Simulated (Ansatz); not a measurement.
**[HO2]− (hydroperoxide(1-)): CCSD(T)/def2-TZVPPD**

Aim: the energy change on altering one bond length of [HO2]− (hydroperoxide(1-)) at CCSD(T)/def2-TZVPPD, from 2 runs. 

Program for the calculation: Ansatz 0.2.0.

2 further runs of the same task are left out: 2 set aside as unsound or not needed.

## 1. The molecule

The species is [HO2]− (3 atoms), meant as a singlet with charge -1. As SMILES, `[O-]O`. The coordinates come from a PBE0-D4/def2-TZVPD relaxation.

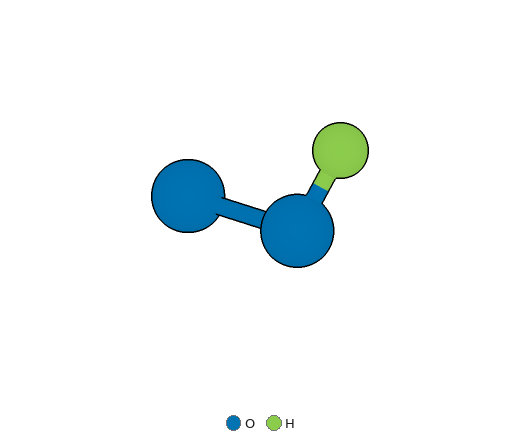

The structure, seen from a chosen angle (oxygen blue, hydrogen green).

## 2. A single-point energy at CCSD(T)/def2-TZVPPD

Contents of in.yaml:

```yaml
crystal:
  periodic: [false, false, false]
  atoms:
    - {symbol: O, position_ang: [-0.357760, 1.025590, -0.080830]}
    - {symbol: O, position_ang: [-0.242260, -0.445880, -0.180750]}
    - {symbol: H, position_ang: [0.600030, -0.579720, 0.261570]}
basis:
  gaussian: {orbitals: def2-TZVPPD.json}
magnetization: {spin_polarized: false}
correlation: {method: ccsd_t, frozen_orbitals: {H: 0, O: 1}}
accuracy: high
scf: {omitted_lower_state_checks: [cluster_reference, increment]}
total_charge: -1
```

The basis set def2-TZVPPD is read from a file made from the Basis Set Exchange's data (not shown).

Launch:

```
$ ansatz run in.yaml --threads 1 --pin off --max-ram 3480MiB --events-out events.jsonl --progress --plain --runs-dir runs
```

The log of the run, cut to the lines that bear on the results:

```text
Warning: RAYON_NUM_THREADS=1 ignored (pool sized by the plan → 1); use --threads N
Functional definition: HF
  name "HF"
[...]
1485 factors; integrals over basis functions are off by at most 3.9e-9 eV
[...]
mean field -4087.82926430 eV, -150.2249546327 hartree, gradient 3.4e-8 eV, S^2 0.000000; 0 other end points of the search recorded, 0 dependent functions left out
2 core orbitals not correlated: weight in the atoms' cores, before any rotation towards them, 1.000 or more for the frozen orbitals, at most 0.000 for the correlated occupied ones
reference -4087.82926430 eV, -150.2249546327 hartree; 7, 7 occupied and 88, 88 virtual orbitals, 1485 factors
second order -13.82112835 eV of doubles, -0.00000000 eV of singles
cycle   1  -13.37118730 eV  change    4.5e-1 eV  update   1.1e-1
[...]
cycle  30  -13.88244926 eV  change  -2.7e-10 eV  update  9.4e-10
perturbative correction -0.59409069 eV, -0.0218324301 hartree
Total energy: -4102.30580424 eV, -150.7569576630 hartree
Checks for a lower state left out: cluster_reference, increment
```

It took 6.9 s on 1 thread of Arm Neoverse V2, shared host; peak memory 0.54 GiB.

## 3. The distorted shape, same level

Contents of job.yaml:

```yaml
crystal:
  periodic: [false, false, false]
  atoms:
    - {symbol: O, position_ang: [-0.392411, 1.467044, -0.050853]}
    - {symbol: O, position_ang: [-0.242260, -0.445880, -0.180750]}
    - {symbol: H, position_ang: [0.600030, -0.579720, 0.261570]}
basis:
  gaussian: {orbitals: def2-TZVPPD.json}
total_charge: -1
correlation: {method: ccsd_t, frozen_orbitals: {H: 0, O: 1}}
accuracy: high
scf: {omitted_lower_state_checks: [cluster_reference, increment]}
```

The basis set def2-TZVPPD is read from a file made from the Basis Set Exchange's data (not shown).

Launch:

```
$ ansatz run job.yaml --threads 1 --pin off --max-ram 3480MiB --events-out events.jsonl --progress --plain --runs-dir runs
```

The log of the run, cut to the lines that bear on the results:

```text
Warning: RAYON_NUM_THREADS=1 ignored (pool sized by the plan → 1); use --threads N
[... 2 set-up lines as earlier in the session ...]
[...]
1442 factors; integrals over basis functions are off by at most 3.9e-9 eV
[...]
mean field -4086.66589063 eV, -150.1822014391 hartree, gradient 6.9e-8 eV, S^2 0.000000; 0 other end points of the search recorded, 0 dependent functions left out; unrestricted orbitals would lower it
2 core orbitals not correlated: weight in the atoms' cores, before any rotation towards them, 1.000 or more for the frozen orbitals, at most 0.000 for the correlated occupied ones
reference -4086.66589063 eV, -150.1822014391 hartree; 7, 7 occupied and 88, 88 virtual orbitals, 1442 factors
second order -13.70375419 eV of doubles, -0.00000000 eV of singles
cycle   1  -13.15464603 eV  change    5.5e-1 eV  update   1.7e-1
[...]
cycle  36  -14.06063522 eV  change   7.1e-11 eV  update  5.7e-10
perturbative correction -0.83927622 eV, -0.0308428323 hartree
Total energy: -4101.56580207 eV, -150.7297630849 hartree
Checks for a lower state left out: cluster_reference, increment
```

Run time: 7.5 s. Hardware: 1 thread of Arm Neoverse V2, shared host; peak memory 0.53 GiB.

## 4. What came out

At CCSD(T)/def2-TZVPPD, 2 core orbitals frozen:

| quantity | value |
| --- | --- |
| first shape: total energy | -150.75696 Eh |
| first shape: correlation energy (2 core orbitals frozen) | -532.0 mEh |
| first shape: (T) correction | -21.83 mEh |
| first shape: T1 diagnostic | 0.023 |
| distorted shape: total energy | -150.72976 Eh |
| distorted shape: correlation energy (2 core orbitals frozen) | -547.6 mEh |
| distorted shape: (T) correction | -30.84 mEh |
| distorted shape: T1 diagnostic | 0.048 |
| energy change with the O1–O2 bond stretched from 1.479 to 1.923 Å | 0.740 eV |

**Reading.** With the O1–O2 bond stretched from 1.479 to 1.923 Å the energy rises by 0.74 eV (17.1 kcal/mol). The first shape isn't relaxed at this level, so the change isn't measured from a minimum. The T1 diagnostic (first shape) of 0.023 is above the customary mark for such species, so a single reference may not serve. The triples (first shape) make up 4.1 % of the correlation energy. The T1 diagnostic (distorted shape) of 0.048 is above the customary mark for such species, so a single reference may not serve. The restricted solution (distorted shape) is unstable to spin breaking: an unrestricted one lies lower. The triples (distorted shape) make up 5.6 % of the correlation energy.
